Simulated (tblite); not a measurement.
**Geometry relaxation of SiPH$_{4}$Br**

The run: geometry relaxation of SiPH$_{4}$Br. Method and program: GFN2-xTB geometry optimisation, gas phase (tblite 0.8.0).

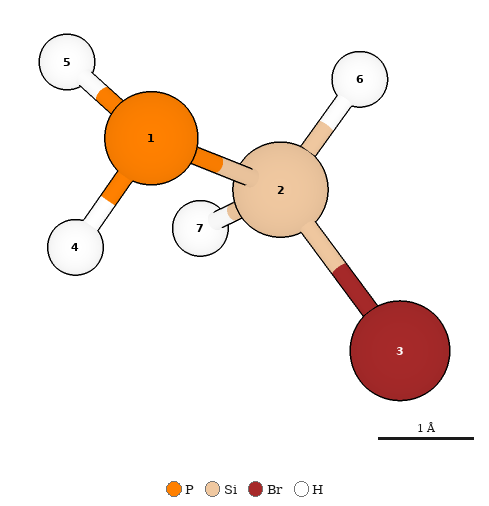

The structure as given in the input (ball-and-stick view, seen at a tilt; atoms are numbered from 1 in the order of the input). Bond lengths as drawn: Br–Si 2.20 Å, H–P 1.40 to 1.41 Å, H–Si 1.48 to 1.49 Å and P–Si 2.23 Å.

## Key numbers

```json
{"quantity": "outcome", "value": "converged"}
{"quantity": "total energy", "value": "−283.3458 eV"}
{"quantity": "hardware", "value": "1 CPU thread, shared host"}
{"quantity": "peak memory", "value": "0.18 GiB"}
```

## Input file
```
{"job": {"kind": "relax", "xc": "GFN2-xTB", "basis": "xTB"}, "charge": 0, "multiplicity": 1}
P      1.311700    -0.278500    -0.636100
Si    -0.751000     0.285100    -0.015800
Br    -2.137200    -1.312800    -0.628000
H      1.479300    -1.339800     0.261100
H      1.993300     0.670400     0.161000
H     -1.129000     1.569300    -0.637400
H     -0.763700     0.411300     1.468200
```

The first line tells a small driver script what to run in tblite; the rest is the geometry in Å.

Command:
```bash
OMP_NUM_THREADS=1 python <driver script> task.json out
```

## The program's output
```
step      E/eV     max force
  0    -283.26276    0.963
  1    -283.28798    0.573
  2    -283.31097    0.364
  3    -283.31916    0.360
  4    -283.33838    0.182
  5    -283.33982    0.093
  6    -283.34057    0.075
  7    -283.34105    0.086
  8    -283.34206    0.132
  9    -283.34307    0.127
 10    -283.34390    0.075
 11    -283.34429    0.051
 12    -283.34452    0.058
 13    -283.34479    0.088
 14    -283.34515    0.093
 15    -283.34544    0.059
 16    -283.34555    0.019
 17    -283.34558    0.015
 18    -283.34560    0.017
 19    -283.34565    0.029
 20    -283.34571    0.032
 21    -283.34576    0.021
 22    -283.34578    0.009
```

## Trajectory as extended XYZ (Å, eV, eV/Å), 23 frames, from step=0 to step=22
```
7
Properties=species:S:1:pos:R:3:forces:R:3 step=0 energy=-283.26276
P     1.3117   -0.2785   -0.6361    0.4870   0.0200  -0.0170
Si   -0.7510    0.2851   -0.0158    0.3730   0.5740   0.6780
Br   -2.1372   -1.3128   -0.6280   -0.0620   0.0310   0.0100
H     1.4793   -1.3398    0.2611   -0.0610   0.3370  -0.0820
H     1.9933    0.6704    0.1610   -0.4020  -0.4430  -0.1950
H    -1.1290    1.5693   -0.6374   -0.0310  -0.4090   0.0600
H    -0.7637    0.4113    1.4682   -0.3040  -0.1110  -0.4540
7
Properties=species:S:1:pos:R:3:forces:R:3 step=1 energy=-283.28798
P     1.3187   -0.2782   -0.6364    0.2700  -0.0070  -0.1230
Si   -0.7457    0.2933   -0.0061    0.3410   0.2900   0.3580
Br   -2.1380   -1.3123   -0.6278    0.0400   0.1420   0.0580
H     1.4784   -1.3350    0.2599   -0.0370   0.2690  -0.0300
H     1.9875    0.6640    0.1582   -0.2780  -0.3130  -0.0870
H    -1.1294    1.5634   -0.6366   -0.0470  -0.2980   0.0260
H    -0.7681    0.4097    1.4617   -0.2890  -0.0820  -0.2020
7
Properties=species:S:1:pos:R:3:forces:R:3 step=2 energy=-283.31097
P     1.3307   -0.2784   -0.6411   -0.0660  -0.0760  -0.2880
Si   -0.7314    0.3064    0.0100    0.2660  -0.1390  -0.1950
Br   -2.1368   -1.3068   -0.6256    0.1680   0.2700   0.1180
H     1.4768   -1.3236    0.2585    0.0000   0.1310   0.0450
H     1.9755    0.6505    0.1541   -0.0450  -0.0570   0.0980
H    -1.1313    1.5506   -0.6354   -0.0700  -0.0960  -0.0400
H    -0.7801    0.4062    1.4524   -0.2520  -0.0340   0.2610
7
Properties=species:S:1:pos:R:3:forces:R:3 step=3 energy=-283.31916
P     1.3337   -0.2796   -0.6467   -0.0880  -0.0750  -0.2720
Si   -0.7230    0.3087    0.0123    0.2040  -0.1980  -0.2190
Br   -2.1340   -1.3013   -0.6233    0.1700   0.2600   0.1150
H     1.4763   -1.3181    0.2586    0.0040   0.0820   0.0470
H     1.9711    0.6455    0.1543    0.0020  -0.0040   0.1060
H    -1.1329    1.5452   -0.6356   -0.0670  -0.0390  -0.0570
H    -0.7876    0.4046    1.4533   -0.2250  -0.0270   0.2800
7
Properties=species:S:1:pos:R:3:forces:R:3 step=4 energy=-283.33838
P     1.3418   -0.2854   -0.6717   -0.0090  -0.0220  -0.0650
Si   -0.6914    0.3108    0.0154   -0.0570  -0.1700  -0.0290
Br   -2.1209   -1.2768   -0.6126    0.0890   0.1200   0.0620
H     1.4746   -1.2987    0.2601    0.0070  -0.0600   0.0000
H     1.9570    0.6294    0.1572    0.0900   0.0820   0.0140
H    -1.1399    1.5271   -0.6382   -0.0220   0.0650  -0.0680
H    -0.8179    0.3985    1.4627   -0.0980  -0.0160   0.0860
7
Properties=species:S:1:pos:R:3:forces:R:3 step=5 energy=-283.33982
P     1.3423   -0.2863   -0.6750    0.0240   0.0000   0.0030
Si   -0.6894    0.3083    0.0150   -0.0600  -0.0630   0.0240
Br   -2.1183   -1.2727   -0.6107    0.0390   0.0580   0.0370
H     1.4746   -1.2979    0.2603    0.0070  -0.0570  -0.0200
H     1.9572    0.6293    0.1577    0.0710   0.0540  -0.0260
H    -1.1409    1.5265   -0.6394    0.0000   0.0250  -0.0420
H    -0.8222    0.3977    1.4651   -0.0800  -0.0180   0.0240
7
Properties=species:S:1:pos:R:3:forces:R:3 step=6 energy=-283.34057
P     1.3428   -0.2866   -0.6759    0.0260   0.0150   0.0440
Si   -0.6904    0.3059    0.0151   -0.0210   0.0350   0.0430
Br   -2.1166   -1.2702   -0.6093   -0.0090   0.0030   0.0150
H     1.4748   -1.2991    0.2599    0.0090  -0.0420  -0.0310
H     1.9591    0.6307    0.1573    0.0500   0.0260  -0.0480
H    -1.1412    1.5270   -0.6408    0.0170  -0.0180  -0.0160
H    -0.8252    0.3971    1.4665   -0.0720  -0.0190  -0.0060
7
Properties=species:S:1:pos:R:3:forces:R:3 step=7 energy=-283.34105
P     1.3435   -0.2865   -0.6756    0.0090   0.0200   0.0520
Si   -0.6912    0.3052    0.0159    0.0140   0.0750   0.0390
Br   -2.1158   -1.2686   -0.6082   -0.0330  -0.0260   0.0020
H     1.4750   -1.3005    0.2591    0.0120  -0.0300  -0.0320
H     1.9611    0.6320    0.1562    0.0430   0.0120  -0.0480
H    -1.1410    1.5270   -0.6419    0.0230  -0.0340  -0.0050
H    -0.8283    0.3964    1.4673   -0.0670  -0.0170  -0.0100
7
Properties=species:S:1:pos:R:3:forces:R:3 step=8 energy=-283.34206
P     1.3452   -0.2858   -0.6743   -0.0340   0.0240   0.0490
Si   -0.6921    0.3053    0.0187    0.0690   0.1100   0.0210
Br   -2.1147   -1.2656   -0.6056   -0.0650  -0.0670  -0.0170
H     1.4759   -1.3041    0.2567    0.0220  -0.0060  -0.0260
H     1.9664    0.6349    0.1529    0.0340  -0.0080  -0.0340
H    -1.1403    1.5259   -0.6444    0.0300  -0.0440   0.0100
H    -0.8370    0.3944    1.4689   -0.0560  -0.0090  -0.0030
7
Properties=species:S:1:pos:R:3:forces:R:3 step=9 energy=-283.34307
P     1.3465   -0.2847   -0.6723   -0.0680   0.0210   0.0270
Si   -0.6917    0.3071    0.0223    0.0880   0.0920   0.0030
Br   -2.1144   -1.2630   -0.6028   -0.0700  -0.0800  -0.0260
H     1.4774   -1.3082    0.2536    0.0300   0.0180  -0.0140
H     1.9729    0.6379    0.1485    0.0300  -0.0240  -0.0120
H    -1.1390    1.5239   -0.6473    0.0310  -0.0310   0.0140
H    -0.8484    0.3919    1.4709   -0.0420   0.0040   0.0090
7
Properties=species:S:1:pos:R:3:forces:R:3 step=10 energy=-283.34390
P     1.3466   -0.2834   -0.6702   -0.0710   0.0140  -0.0030
Si   -0.6898    0.3101    0.0259    0.0540   0.0300  -0.0040
Br   -2.1151   -1.2618   -0.6006   -0.0430  -0.0580  -0.0220
H     1.4793   -1.3115    0.2504    0.0360   0.0350  -0.0020
H     1.9795    0.6402    0.1443    0.0260  -0.0350   0.0070
H    -1.1373    1.5217   -0.6498    0.0260  -0.0010   0.0090
H    -0.8599    0.3896    1.4729   -0.0270   0.0160   0.0160
7
Properties=species:S:1:pos:R:3:forces:R:3 step=11 energy=-283.34429
P     1.3455   -0.2826   -0.6693   -0.0450   0.0080  -0.0190
Si   -0.6881    0.3119    0.0275    0.0000  -0.0180   0.0030
Br   -2.1161   -1.2622   -0.6000   -0.0120  -0.0260  -0.0120
H     1.4808   -1.3122    0.2490    0.0340   0.0380   0.0020
H     1.9829    0.6405    0.1425    0.0210  -0.0390   0.0100
H    -1.1361    1.5206   -0.6507    0.0210   0.0160   0.0030
H    -0.8655    0.3889    1.4739   -0.0190   0.0210   0.0140
7
Properties=species:S:1:pos:R:3:forces:R:3 step=12 energy=-283.34452
P     1.3440   -0.2820   -0.6692   -0.0140   0.0030  -0.0220
Si   -0.6873    0.3125    0.0283   -0.0420  -0.0380   0.0100
Br   -2.1170   -1.2632   -0.6001    0.0100  -0.0030  -0.0040
H     1.4822   -1.3117    0.2484    0.0290   0.0340   0.0020
H     1.9847    0.6397    0.1420    0.0150  -0.0370   0.0050
H    -1.1350    1.5205   -0.6510    0.0190   0.0200   0.0010
H    -0.8682    0.3891    1.4746   -0.0170   0.0210   0.0090
7
Properties=species:S:1:pos:R:3:forces:R:3 step=13 energy=-283.34479
P     1.3420   -0.2813   -0.6695    0.0180  -0.0010  -0.0190
Si   -0.6874    0.3125    0.0293   -0.0750  -0.0430   0.0150
Br   -2.1178   -1.2645   -0.6004    0.0260   0.0150   0.0030
H     1.4843   -1.3103    0.2478    0.0220   0.0240  -0.0010
H     1.9871    0.6380    0.1414    0.0060  -0.0320  -0.0030
H    -1.1334    1.5207   -0.6512    0.0170   0.0160   0.0030
H    -0.8714    0.3898    1.4755   -0.0140   0.0200   0.0020
7
Properties=species:S:1:pos:R:3:forces:R:3 step=14 energy=-283.34515
P     1.3394   -0.2802   -0.6702    0.0430  -0.0050  -0.0100
Si   -0.6888    0.3119    0.0311   -0.0860  -0.0320   0.0160
Br   -2.1186   -1.2660   -0.6006    0.0340   0.0260   0.0060
H     1.4879   -1.3082    0.2467    0.0120   0.0090  -0.0050
H     1.9908    0.6351    0.1404   -0.0070  -0.0200  -0.0120
H    -1.1307    1.5212   -0.6515    0.0140   0.0040   0.0080
H    -0.8767    0.3911    1.4769   -0.0110   0.0170  -0.0040
7
Properties=species:S:1:pos:R:3:forces:R:3 step=15 energy=-283.34544
P     1.3378   -0.2793   -0.6709    0.0400  -0.0070   0.0000
Si   -0.6914    0.3109    0.0332   -0.0570  -0.0110   0.0100
Br   -2.1188   -1.2669   -0.6006    0.0260   0.0190   0.0030
H     1.4916   -1.3063    0.2455    0.0040  -0.0050  -0.0060
H     1.9947    0.6323    0.1390   -0.0150  -0.0040  -0.0150
H    -1.1279    1.5216   -0.6518    0.0100  -0.0060   0.0140
H    -0.8827    0.3925    1.4785   -0.0080   0.0140  -0.0060
7
Properties=species:S:1:pos:R:3:forces:R:3 step=16 energy=-283.34555
P     1.3377   -0.2790   -0.6712    0.0150  -0.0070   0.0030
Si   -0.6933    0.3104    0.0343   -0.0140   0.0010   0.0040
Br   -2.1183   -1.2668   -0.6004    0.0120   0.0050  -0.0030
H     1.4934   -1.3058    0.2447    0.0030  -0.0110  -0.0040
H     1.9963    0.6313    0.1380   -0.0150   0.0050  -0.0100
H    -1.1265    1.5216   -0.6518    0.0060  -0.0070   0.0140
H    -0.8859    0.3932    1.4792   -0.0060   0.0130  -0.0030
7
Properties=species:S:1:pos:R:3:forces:R:3 step=17 energy=-283.34558
P     1.3381   -0.2791   -0.6711   -0.0020  -0.0060   0.0010
Si   -0.6938    0.3103    0.0346    0.0060   0.0020   0.0010
Br   -2.1179   -1.2665   -0.6003    0.0050  -0.0030  -0.0060
H     1.4936   -1.3061    0.2445    0.0040  -0.0100  -0.0020
H     1.9963    0.6314    0.1376   -0.0120   0.0080  -0.0050
H    -1.1262    1.5214   -0.6516    0.0040  -0.0020   0.0120
H    -0.8867    0.3934    1.4792   -0.0060   0.0130  -0.0010
7
Properties=species:S:1:pos:R:3:forces:R:3 step=18 energy=-283.34560
P     1.3384   -0.2793   -0.6711   -0.0110  -0.0060   0.0000
Si   -0.6940    0.3103    0.0348    0.0170  -0.0010   0.0010
Br   -2.1176   -1.2664   -0.6004    0.0010  -0.0070  -0.0080
H     1.4937   -1.3065    0.2443    0.0050  -0.0090  -0.0010
H     1.9960    0.6317    0.1373   -0.0090   0.0080  -0.0020
H    -1.1260    1.5213   -0.6513    0.0030   0.0020   0.0090
H    -0.8871    0.3938    1.4792   -0.0050   0.0120   0.0020
7
Properties=species:S:1:pos:R:3:forces:R:3 step=19 energy=-283.34565
P     1.3385   -0.2798   -0.6710   -0.0220  -0.0040  -0.0030
Si   -0.6941    0.3101    0.0351    0.0280  -0.0070   0.0010
Br   -2.1169   -1.2663   -0.6008   -0.0030  -0.0100  -0.0080
H     1.4943   -1.3073    0.2440    0.0060  -0.0060   0.0010
H     1.9952    0.6322    0.1366   -0.0050   0.0070   0.0020
H    -1.1255    1.5211   -0.6503    0.0000   0.0100   0.0030
H    -0.8881    0.3950    1.4793   -0.0040   0.0100   0.0050
7
Properties=species:S:1:pos:R:3:forces:R:3 step=20 energy=-283.34571
P     1.3383   -0.2807   -0.6711   -0.0260  -0.0030  -0.0050
Si   -0.6940    0.3097    0.0359    0.0300  -0.0110   0.0010
Br   -2.1160   -1.2667   -0.6016   -0.0050  -0.0110  -0.0070
H     1.4955   -1.3085    0.2434    0.0060  -0.0020   0.0030
H     1.9939    0.6328    0.1355   -0.0010   0.0050   0.0040
H    -1.1244    1.5210   -0.6487   -0.0020   0.0160  -0.0040
H    -0.8900    0.3972    1.4795   -0.0020   0.0050   0.0070
7
Properties=species:S:1:pos:R:3:forces:R:3 step=21 energy=-283.34576
P     1.3374   -0.2815   -0.6712   -0.0170  -0.0020  -0.0030
Si   -0.6936    0.3091    0.0367    0.0190  -0.0080   0.0020
Br   -2.1152   -1.2674   -0.6026   -0.0030  -0.0070  -0.0040
H     1.4972   -1.3094    0.2429    0.0040   0.0010   0.0040
H     1.9928    0.6331    0.1344    0.0010   0.0020   0.0030
H    -1.1231    1.5213   -0.6471   -0.0030   0.0140  -0.0080
H    -0.8922    0.3997    1.4798    0.0000   0.0000   0.0070
7
Properties=species:S:1:pos:R:3:forces:R:3 step=22 energy=-283.34578
P     1.3367   -0.2818   -0.6714   -0.0050  -0.0020  -0.0010
Si   -0.6934    0.3087    0.0371    0.0040  -0.0010   0.0020
Br   -2.1150   -1.2679   -0.6032    0.0000  -0.0020  -0.0020
H     1.4980   -1.3096    0.2427    0.0020   0.0010   0.0030
H     1.9925    0.6331    0.1341   -0.0010   0.0000  -0.0010
H    -1.1225    1.5216   -0.6465   -0.0010   0.0070  -0.0050
H    -0.8931    0.4008    1.4801    0.0010  -0.0030   0.0050
```

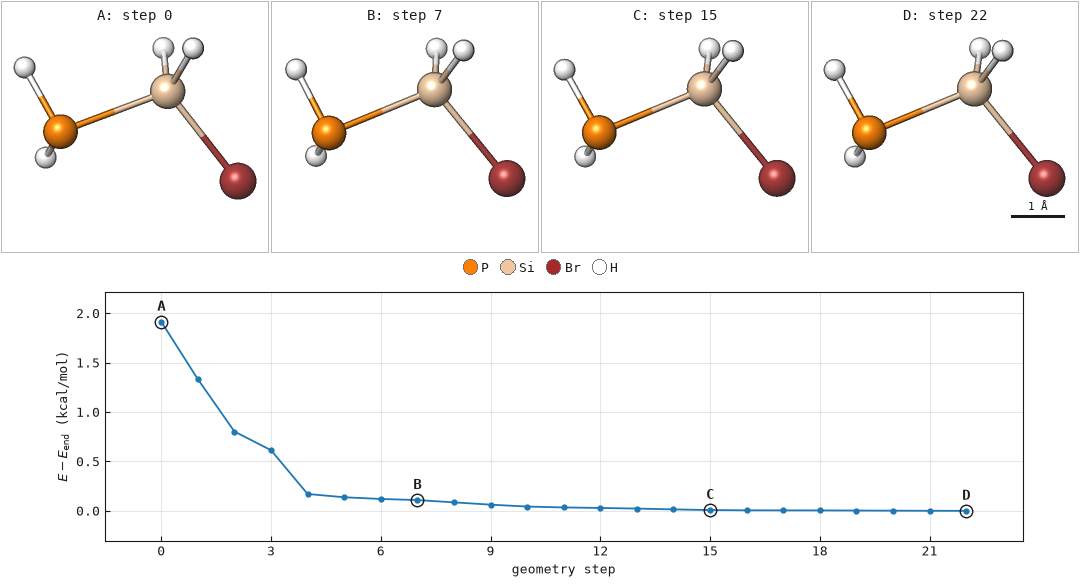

Frames of the relaxation (ball-and-stick view, seen at a tilt) above the curves, on which the letters mark them (steps are counted from 0).

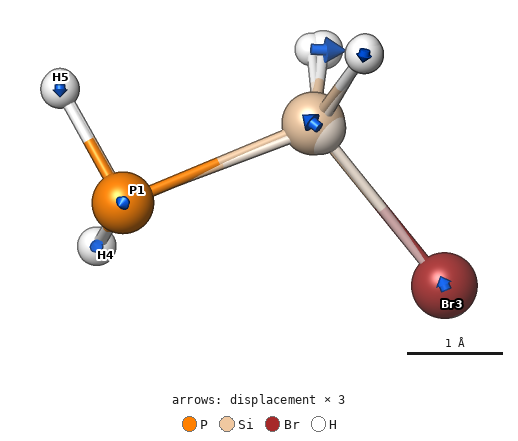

Start (faint) and end (solid) with the displacements as blue arrows, magnified 3 times (ball-and-stick view, seen at a tilt). The two geometries are laid on each other by the best rigid fit. Over 22 geometry steps the energy falls by 1.91 kcal/mol. The largest force component goes from 0.68 to 0.007 eV/Å. The largest move after the best rigid fit is that of H7, 0.13 Å. By element the largest moves are H 0.13 Å, Si 0.08 Å, Br 0.06 Å, P 0.04 Å. Distances before and after: P1–H5 1.414 → 1.384 Å, Si2–H7 1.489 → 1.460 Å, Si2–H6 1.476 → 1.457 Å, Si2–Br3 2.202 → 2.217 Å. Among the angles that change: P1–Si2–H7 107.9° → 117.1°, Br3–Si2–H7 109.5° → 104.0°, Br3–Si2–H6 110.7° → 105.5°. (Atoms are counted from 1 in the order of the input.)
